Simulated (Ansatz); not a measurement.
**Run report: Si3H8O3, geometry relaxation (part 2 of 3)**

Si3H8O3; RKS PBE/6-31G (Ansatz 0.2.0). It belongs to a series of runs on one base structure; here: start relaxed.

Geometry of the input (Å):
```
Si 0.0000  0.0000  0.0000
H  0.0000  0.0000  1.4600
O  1.5842  0.0000  -0.5594
Si 2.4906  -1.3762  -0.8866
H  1.6598  -2.3521  -1.5857
H  3.6318  -1.0202  -1.7249
H  2.9691  -1.9538  0.3660
O  -0.7913  1.3709  -0.5594
Si -2.4002  1.4263  -1.0396
H  -3.2124  0.6421  -0.1138
H  -2.8620  2.8114  -1.0378
H  -2.5267  0.8736  -2.3850
O  -0.7913  -1.3709  -0.5594
H  -1.2459  -1.8365  0.2129
```

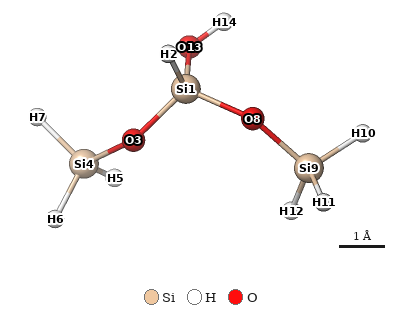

Figure 1. The geometry at step 12 of the log (ball-and-stick view, seen at a tilt; atoms are numbered from 1 in the order of the input).

Trajectory as extended XYZ, continued:
```
14
Properties=species:S:1:pos:R:3:forces:R:3 step=3 energy=-29882.86492
Si   -0.0239   -0.0268    0.1489    0.0916   0.0719  -0.0711
H     0.0604    0.1101    1.6628    0.0273   0.0326  -0.1813
O     1.5368   -0.1109   -0.5410   -0.1283  -0.2797   0.0700
Si    2.6069   -1.4284   -0.9783    0.0686   0.1407  -0.0658
H     1.8893   -2.4895   -1.8015    0.0874   0.1080   0.0709
H     3.7552   -0.8243   -1.7744   -0.1790  -0.0718   0.1205
H     3.1484   -2.0620    0.2995   -0.0316   0.0082  -0.1180
O    -0.8591    1.3138   -0.5047   -0.1546  -0.1680   0.0582
Si   -2.4844    1.4955   -1.1313   -0.0002   0.1022   0.0469
H    -3.4694    0.7443   -0.2330    0.0772   0.1011  -0.1318
H    -2.7910    2.9833   -1.1032    0.0369  -0.1589   0.0030
H    -2.6058    0.9753   -2.5527    0.0243   0.0049   0.0901
O    -0.8906   -1.4813   -0.2985    0.1563   0.2088   0.1089
H    -1.3671   -1.9846    0.3949   -0.0758  -0.1001  -0.0004
14
Properties=species:S:1:pos:R:3:forces:R:3 step=4 energy=-29882.92345
Si   -0.0546   -0.0544    0.2397    0.1239  -0.0832  -0.0855
H     0.1070    0.1733    1.7223    0.0132   0.0730  -0.0105
O     1.4652   -0.2294   -0.4880    0.1477  -0.0329  -0.0315
Si    2.6143   -1.4200   -1.0312   -0.2427   0.1863   0.1061
H     1.9589   -2.4506   -1.9258    0.0197   0.0030  -0.0166
H     3.7049   -0.6943   -1.7795   -0.0006   0.0267  -0.0097
H     3.2094   -2.1189    0.1785    0.0058  -0.0165  -0.0234
O    -0.9391    1.2339   -0.4258   -0.0543   0.0036   0.0067
Si   -2.4817    1.5154   -1.1817    0.1096  -0.0459   0.0587
H    -3.5753    0.8298   -0.3795   -0.0066   0.0176  -0.0376
H    -2.7057    3.0075   -1.1682    0.0094   0.0168  -0.0121
H    -2.5162    0.9990   -2.6055    0.0209  -0.0008   0.0168
O    -0.8966   -1.5228   -0.1206   -0.2983  -0.3705   0.2755
H    -1.3848   -2.0539    0.5527    0.1522   0.2230  -0.2369
14
Properties=species:S:1:pos:R:3:forces:R:3 step=5 energy=-29882.94579
Si   -0.0800   -0.1374    0.3203    0.1160   0.3887   0.1823
H     0.1754    0.2616    1.7555   -0.0934  -0.2269   0.0043
O     1.4205   -0.2599   -0.4459   -0.1255  -0.1488  -0.0636
Si    2.5736   -1.3687   -1.0856    0.2787  -0.0783  -0.0328
H     1.9762   -2.3542   -2.0691   -0.0583   0.0410  -0.0027
H     3.6447   -0.5503   -1.7725   -0.0427  -0.0142   0.0071
H     3.2043   -2.1519    0.0552   -0.0233   0.0038  -0.0384
O    -0.9715    1.1472   -0.3362   -0.1554  -0.0506  -0.0418
Si   -2.4243    1.4855   -1.2111   -0.0421   0.1296  -0.0684
H    -3.6245    0.8755   -0.5064    0.0171  -0.0117  -0.0125
H    -2.5763    2.9900   -1.2376    0.0045  -0.0358  -0.0051
H    -2.3663    0.9571   -2.6295    0.0061  -0.0228   0.0002
O    -0.9283   -1.6234    0.0494    0.0957  -0.0461   0.0852
H    -1.5179   -2.0566    0.7009    0.0226   0.0722  -0.0137
14
Properties=species:S:1:pos:R:3:forces:R:3 step=7 energy=-29882.99569
Si   -0.0916   -0.1738    0.4995   -0.0051  -0.1527  -0.0860
H     0.2063    0.2791    1.9041   -0.0010   0.0262  -0.0532
O     1.3410   -0.3799   -0.3583    0.2398  -0.0427  -0.1011
Si    2.5372   -1.3200   -1.1816   -0.1830   0.0911   0.1045
H     1.9166   -2.1713   -2.2779    0.0207   0.0439   0.0727
H     3.5220   -0.3490   -1.8061   -0.0429  -0.0593   0.0552
H     3.2588   -2.2252   -0.1894   -0.0619   0.0849  -0.0965
O    -1.0968    1.0085   -0.1857   -0.2891   0.1097  -0.1388
Si   -2.3598    1.4594   -1.2939    0.1348  -0.2396   0.1502
H    -3.6984    0.9161   -0.7842    0.1944   0.0930  -0.0762
H    -2.4073    2.9684   -1.3552    0.0044  -0.0147   0.0274
H    -2.1050    0.9039   -2.6888   -0.0091   0.0298   0.1066
O    -0.8282   -1.7457    0.4123   -0.9558  -0.2523   0.5746
H    -1.6889   -1.9559    0.8924    0.9538   0.2828  -0.5393
14
Properties=species:S:1:pos:R:3:forces:R:3 step=8 energy=-29883.01648
Si   -0.0900   -0.1713    0.4848    0.0208  -0.0438  -0.0359
H     0.1986    0.2728    1.8950   -0.0031  -0.0067  -0.0504
O     1.3516   -0.3529   -0.3658    0.0956  -0.0378  -0.0332
Si    2.5294   -1.3174   -1.1790   -0.0782   0.0551   0.0749
H     1.8912   -2.1721   -2.2591    0.0272   0.0393   0.0216
H     3.5367   -0.3670   -1.7953   -0.0504  -0.0523   0.0094
H     3.2362   -2.2217   -0.1813   -0.0364   0.0334  -0.0520
O    -1.0834    1.0246   -0.1937   -0.1829   0.0240  -0.0509
Si   -2.3551    1.4501   -1.2922    0.0835  -0.0848   0.1295
H    -3.6809    0.9030   -0.7730    0.0998   0.0327  -0.0536
H    -2.4217    2.9596   -1.3341    0.0049  -0.0252  -0.0315
H    -2.1019    0.8909   -2.6816   -0.0075   0.0340   0.0429
O    -0.8429   -1.7329    0.3792   -0.1851  -0.0413   0.1820
H    -1.6623   -1.9513    0.8833    0.2119   0.0735  -0.1527
14
Properties=species:S:1:pos:R:3:forces:R:3 step=9 energy=-29883.04488
Si   -0.0825   -0.1725    0.5527   -0.0893  -0.0139   0.0436
H     0.2378    0.3218    1.9329    0.0222  -0.0053   0.0064
O     1.3393   -0.2820   -0.3503   -0.0305   0.0128  -0.0149
Si    2.4586   -1.2806   -1.2033    0.0145  -0.0272  -0.0247
H     1.7758   -2.1053   -2.2767   -0.0220   0.0252   0.0093
H     3.4747   -0.3641   -1.8471   -0.0212   0.0070   0.0092
H     3.1655   -2.2174   -0.2432   -0.0154   0.0085   0.0066
O    -1.2098    0.9360   -0.0665    0.0255  -0.0276  -0.0398
Si   -2.3143    1.4205   -1.3010   -0.0199   0.0509  -0.0003
H    -3.7014    0.9247   -0.9387    0.0100  -0.0047  -0.0096
H    -2.3277    2.9318   -1.3648    0.0201  -0.0262   0.0103
H    -1.9325    0.8629   -2.6582    0.0245  -0.0169   0.0019
O    -0.7392   -1.7772    0.5082    0.0123  -0.0203   0.0292
H    -1.6384   -1.9840    0.8433    0.0692   0.0378  -0.0273
14
Properties=species:S:1:pos:R:3:forces:R:3 step=10 energy=-29883.04138 accepted=F
Si   -0.0803   -0.1712    0.6270   -0.0960   0.1094  -0.0677
H     0.2832    0.3739    1.9766   -0.0305  -0.0236   0.0055
O     1.3153   -0.2100   -0.3342   -0.0808   0.0379   0.0030
Si    2.3746   -1.2441   -1.2318   -0.0713   0.0281  -0.0021
H     1.6214   -2.0213   -2.2959    0.0208   0.0089   0.0260
H     3.3910   -0.3424   -1.8920    0.0156  -0.0078  -0.0104
H     3.0720   -2.2096   -0.2958    0.0061  -0.0173  -0.0208
O    -1.3230    0.8453    0.0400   -0.0078  -0.0455  -0.2417
Si   -2.2674    1.3904   -1.3211    0.0777  -0.1455   0.1521
H    -3.7100    0.9360   -1.1119    0.1877   0.0608  -0.0335
H    -2.2119    2.9032   -1.3822    0.0028  -0.0599   0.0273
H    -1.7441    0.8179   -2.6351   -0.0433   0.0323   0.1288
O    -0.6222   -1.8225    0.6413   -0.9778  -0.1903   0.1823
H    -1.5928   -2.0309    0.8026    0.9969   0.2124  -0.1488
14
Properties=species:S:1:pos:R:3:forces:R:3 step=11 energy=-29883.05625
Si   -0.0855   -0.1712    0.5883   -0.0532  -0.0009  -0.0098
H     0.2419    0.3414    1.9601    0.0010  -0.0035   0.0020
O     1.3229   -0.2401   -0.3417    0.0106   0.0209  -0.0059
Si    2.4102   -1.2593   -1.2151    0.0051  -0.0111  -0.0197
H     1.6918   -2.0564   -2.2854   -0.0120   0.0111   0.0022
H     3.4328   -0.3548   -1.8643   -0.0083   0.0026   0.0026
H     3.1098   -2.2172   -0.2713   -0.0094   0.0019   0.0008
O    -1.2545    0.8905   -0.0334    0.0061  -0.0284  -0.0047
Si   -2.2873    1.4069   -1.3160   -0.0008   0.0180  -0.0016
H    -3.6978    0.9343   -1.0219    0.0109   0.0016  -0.0108
H    -2.2662    2.9176   -1.3717    0.0117  -0.0076   0.0043
H    -1.8466    0.8450   -2.6544    0.0118  -0.0056   0.0083
O    -0.6775   -1.8013    0.5614   -0.0073   0.0043   0.0433
H    -1.5885   -2.0206    0.8526    0.0340  -0.0033  -0.0111
14
Properties=species:S:1:pos:R:3:forces:R:3 step=12 energy=-29883.06474
Si   -0.0907   -0.1734    0.6166   -0.0286  -0.0246   0.0220
H     0.2338    0.3636    1.9795    0.0089   0.0027  -0.0037
O     1.3092   -0.1982   -0.3355   -0.0221   0.0028   0.0041
Si    2.3660   -1.2368   -1.2295    0.0106  -0.0237  -0.0140
H     1.6184   -2.0084   -2.2990   -0.0109   0.0134   0.0036
H     3.3991   -0.3476   -1.8823   -0.0077   0.0071   0.0019
H     3.0554   -2.2193   -0.3034   -0.0104   0.0086  -0.0023
O    -1.3059    0.8379   -0.0023   -0.0373  -0.0180  -0.0677
Si   -2.2612    1.3977   -1.3308    0.0035  -0.0470   0.0213
H    -3.6954    0.9503   -1.1110    0.0528   0.0218  -0.0093
H    -2.2036    2.9080   -1.3745    0.0122  -0.0085   0.0134
H    -1.7652    0.8348   -2.6512    0.0027   0.0078   0.0288
O    -0.6160   -1.8291    0.6316   -0.0967   0.0467   0.0338
H    -1.5382   -2.0649    0.8791    0.1231   0.0108  -0.0319
14
Properties=species:S:1:pos:R:3:forces:R:3 step=13 energy=-29883.06989
Si   -0.0999   -0.1741    0.6668   -0.0097  -0.0399  -0.1179
H     0.2293    0.4025    2.0126   -0.0233  -0.0063  -0.0088
O     1.2826   -0.1458   -0.3195   -0.0281  -0.0202   0.0361
Si    2.2952   -1.2061   -1.2487   -0.0522   0.0376  -0.0054
H     1.4989   -1.9251   -2.3226    0.0223  -0.0069   0.0343
H     3.3312   -0.3253   -1.9072    0.0167  -0.0088   0.0029
H     2.9730   -2.2198   -0.3476   -0.0098   0.0045  -0.0340
O    -1.3748    0.7592    0.0336   -0.0620  -0.0318  -0.1266
Si   -2.2171    1.3686   -1.3591    0.0511  -0.0518   0.1430
H    -3.6827    0.9752   -1.2327    0.1498   0.0177  -0.0350
H    -2.1002    2.8778   -1.3728   -0.0047  -0.0221   0.0039
H    -1.6359    0.8158   -2.6528   -0.0518  -0.0024   0.0822
O    -0.5323   -1.8600    0.7193   -0.2524   0.0910   0.0758
H    -1.4614   -2.1283    0.9181    0.2542   0.0394  -0.0505
14
Properties=species:S:1:pos:R:3:forces:R:3 step=14 energy=-29883.07249
Si   -0.1075   -0.1747    0.6837   -0.0129  -0.0417  -0.0521
H     0.2121    0.4154    2.0258   -0.0012  -0.0092  -0.0102
O     1.2711   -0.1310   -0.3075   -0.0060  -0.0121  -0.0079
Si    2.2674   -1.1821   -1.2653   -0.0191  -0.0686   0.0482
H     1.4567   -1.9065   -2.3246    0.0115   0.0559  -0.0035
H     3.3146   -0.3094   -1.9170   -0.0283   0.0113  -0.0173
H     2.9463   -2.2194   -0.3931    0.0020   0.0221   0.0048
O    -1.4005    0.7334    0.0500   -0.0314   0.0041  -0.1264
Si   -2.1877    1.3701   -1.3619   -0.0425  -0.2073   0.0873
H    -3.6533    0.9665   -1.2973    0.1096   0.0864   0.0231
H    -2.0578    2.8785   -1.3651    0.0049  -0.0403  -0.0143
H    -1.5991    0.7818   -2.6357    0.0217   0.0784   0.0588
O    -0.5149   -1.8649    0.7559   -0.1623   0.1128   0.0390
H    -1.4417   -2.1432    0.9394    0.1541   0.0082  -0.0295
14
Properties=species:S:1:pos:R:3:forces:R:3 step=16 energy=-29883.08536
Si   -0.1184   -0.1938    0.7079    0.0275  -0.0156   0.0018
H     0.1576    0.5113    2.0004    0.0057   0.0096   0.0075
O     1.2838   -0.1449   -0.2487   -0.0118  -0.0034  -0.0234
Si    2.2447   -1.1717   -1.2657    0.0296   0.0028   0.0279
H     1.3947   -1.8660   -2.3126   -0.0069  -0.0028   0.0003
H     3.2493   -0.2748   -1.9512   -0.0041  -0.0035   0.0002
H     2.9659   -2.2148   -0.4374    0.0004   0.0043  -0.0164
O    -1.4419    0.5533   -0.0441   -0.0570   0.0213   0.0049
Si   -2.1699    1.3502   -1.3874   -0.0100  -0.0120  -0.0170
H    -3.6541    1.0658   -1.3377   -0.0037   0.0017   0.0019
H    -1.9385    2.8438   -1.3046    0.0170   0.0071   0.0177
H    -1.6040    0.8338   -2.6957    0.0082  -0.0034  -0.0119
O    -0.4712   -1.8710    0.9393   -0.0107  -0.0253   0.0191
H    -1.3924   -2.2065    0.9249    0.0160   0.0192  -0.0126
14
Properties=species:S:1:pos:R:3:forces:R:3 step=17 energy=-29883.08996
Si   -0.1348   -0.2044    0.7037    0.0141  -0.0258   0.0177
H     0.1616    0.5336    1.9761   -0.0028  -0.0140  -0.0291
O     1.2438   -0.1464   -0.2886   -0.0170  -0.0070   0.0095
Si    2.2456   -1.1654   -1.2727   -0.0172   0.0051   0.0016
H     1.4173   -1.8959   -2.3129    0.0098  -0.0068  -0.0019
H     3.2350   -0.2575   -1.9647   -0.0016   0.0033  -0.0021
H     2.9841   -2.1787   -0.4239    0.0015   0.0018   0.0012
O    -1.4916    0.4927   -0.0458   -0.0137  -0.0001   0.0008
Si   -2.1658    1.3481   -1.3851    0.0021   0.0014   0.0060
H    -3.6602    1.1229   -1.3562    0.0006   0.0041  -0.0001
H    -1.8704    2.8292   -1.2654    0.0050  -0.0035   0.0028
H    -1.6033    0.8355   -2.6968    0.0033  -0.0018  -0.0040
O    -0.4705   -1.8770    0.9999   -0.0002   0.0368   0.0150
H    -1.3851   -2.2223    0.9198    0.0160   0.0064  -0.0174
14
Properties=species:S:1:pos:R:3:forces:R:3 step=18 energy=-29883.04841 accepted=F
Si   -0.1734   -0.2267    0.6991   -0.1427  -0.0066   0.1065
H     0.1726    0.6071    1.9099   -0.0681  -0.1190  -0.1461
O     1.1460   -0.1633   -0.3737    0.0128  -0.0633  -0.0179
Si    2.2380   -1.1559   -1.2889   -0.0253   0.0258  -0.0306
H     1.4818   -1.9785   -2.3214    0.0370   0.0214   0.0597
H     3.1813   -0.2092   -1.9956   -0.0107  -0.0203   0.0038
H     3.0252   -2.0863   -0.3842   -0.0448   0.0336  -0.0226
O    -1.6081    0.3331   -0.0615    0.1404   0.0572  -0.0547
Si   -2.1533    1.3407   -1.3751   -0.0030   0.1345   0.1508
H    -3.6714    1.2743   -1.3904    0.1597  -0.0077   0.0233
H    -1.7024    2.7912   -1.1739   -0.0729  -0.2388  -0.0116
H    -1.6072    0.8464   -2.6994   -0.0036  -0.0185  -0.0071
O    -0.4690   -1.8754    1.1820   -1.4124  -0.4378  -0.5611
H    -1.3543   -2.2829    0.8604    1.4336   0.6395   0.5078
14
Properties=species:S:1:pos:R:3:forces:R:3 step=19 energy=-29883.09559
Si   -0.1556   -0.2149    0.7108    0.0322   0.0280   0.0006
H     0.1746    0.5493    1.9546    0.0046   0.0031   0.0189
O     1.1919   -0.1638   -0.3241   -0.0096   0.0011  -0.0224
Si    2.2377   -1.1593   -1.2827   -0.0046   0.0181   0.0144
H     1.4469   -1.9433   -2.3127   -0.0042  -0.0087  -0.0055
H     3.1951   -0.2275   -1.9882   -0.0009  -0.0047  -0.0005
H     3.0067   -2.1284   -0.4092    0.0056   0.0035  -0.0024
O    -1.5338    0.4502   -0.0370    0.0141  -0.0308  -0.0112
Si   -2.1541    1.3472   -1.3788    0.0097   0.0020   0.0037
H    -3.6554    1.1783   -1.3712   -0.0028   0.0014   0.0013
H    -1.8035    2.8151   -1.2423    0.0039  -0.0034   0.0047
H    -1.5921    0.8269   -2.6881   -0.0025  -0.0028   0.0028
O    -0.4886   -1.8678    1.0970   -0.1393  -0.0062  -0.0223
H    -1.3641   -2.2475    0.8592    0.0937  -0.0005   0.0180
14
Properties=species:S:1:pos:R:3:forces:R:3 step=20 energy=-29883.08501 accepted=F
Si   -0.1751   -0.2144    0.7185    0.0253  -0.0170   0.0240
H     0.2149    0.5515    1.9451    0.0013  -0.0305   0.0022
O     1.1185   -0.1748   -0.3894   -0.0210  -0.0267  -0.0118
Si    2.2267   -1.1522   -1.2959   -0.0216   0.0022   0.0107
H     1.4899   -1.9974   -2.3223    0.0161   0.0259   0.0375
H     3.1650   -0.2034   -2.0046   -0.0105  -0.0030  -0.0065
H     3.0196   -2.0686   -0.3829   -0.0284   0.0242  -0.0125
O    -1.5806    0.4449    0.0103    0.0457  -0.0047  -0.0868
Si   -2.1402    1.3424   -1.3641   -0.0127   0.0392   0.0289
H    -3.6466    1.2204   -1.3859    0.0177  -0.0025   0.0007
H    -1.7465    2.8012   -1.2354   -0.0025  -0.0177  -0.0045
H    -1.5644    0.7908   -2.6545   -0.0076  -0.0100   0.0062
O    -0.5263   -1.8497    1.1714   -0.8410  -0.3821  -0.3948
H    -1.3491   -2.2761    0.7772    0.8391   0.4028   0.4065
14
Properties=species:S:1:pos:R:3:forces:R:3 step=21 energy=-29883.09914
Si   -0.1646   -0.2173    0.7179    0.0035  -0.0178   0.0122
H     0.1804    0.5471    1.9582    0.0038  -0.0035  -0.0013
O     1.1665   -0.1713   -0.3388    0.0039   0.0037  -0.0088
Si    2.2319   -1.1537   -1.2864   -0.0005   0.0049  -0.0006
H     1.4534   -1.9686   -2.3026    0.0037  -0.0035   0.0006
H     3.1685   -0.2128   -2.0076   -0.0050  -0.0029  -0.0007
H     3.0255   -2.0956   -0.4045   -0.0001   0.0055  -0.0002
O    -1.5445    0.4366   -0.0358   -0.0025   0.0000  -0.0122
Si   -2.1447    1.3474   -1.3779    0.0021  -0.0003   0.0078
H    -3.6490    1.2040   -1.3740    0.0048   0.0035   0.0005
H    -1.7686    2.8089   -1.2386    0.0027  -0.0045   0.0006
H    -1.5883    0.8169   -2.6856   -0.0034   0.0015   0.0000
O    -0.5123   -1.8583    1.1393   -0.1094  -0.0037  -0.0227
H    -1.3486   -2.2687    0.8235    0.0965   0.0172   0.0247
```
